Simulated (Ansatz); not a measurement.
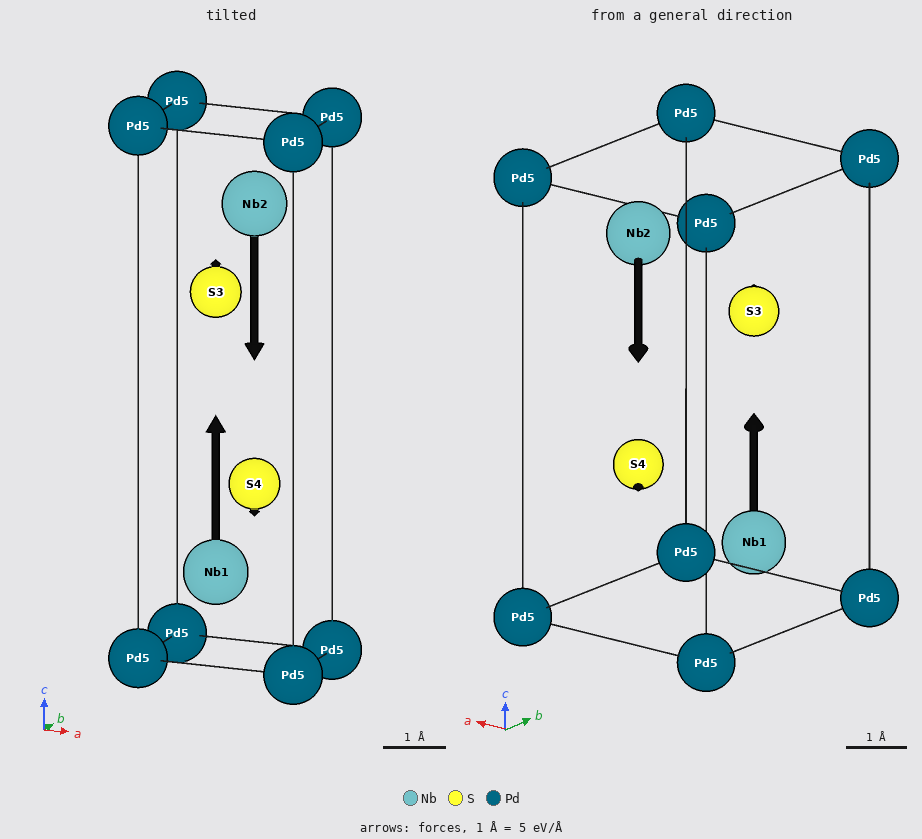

We look at a spheres-only model of the crystal slightly off an axis and from a general direction. Atoms at the boundary of the simulation cell (the box) are drawn once for each face, edge or corner they touch. The arrows are the computed forces on the atoms.

System: Nb2PdS2. The calculation: DFT, PAW plane waves, PBE in Ansatz 0.2.0, with an energy cutoff of 420 eV, a 12×12×4 grid in reciprocal space, cold smearing of 0.15 eV, no spin polarisation.

Question: Do the forces show a relaxed structure?

Answer: No. The atoms still feel forces of up to about 10 eV/Å, far above a usual threshold of 0.01 to 0.03 eV/Å.

Question: Which atom is pushed hardest?

Answer: Nb1 and Nb2, about 10 eV/Å.

The picture shows a generated cell, made by putting these elements into a known structure type (the compound may or may not exist in this form); the geometry isn't optimised. It was run through Ansatz as a DFT input.
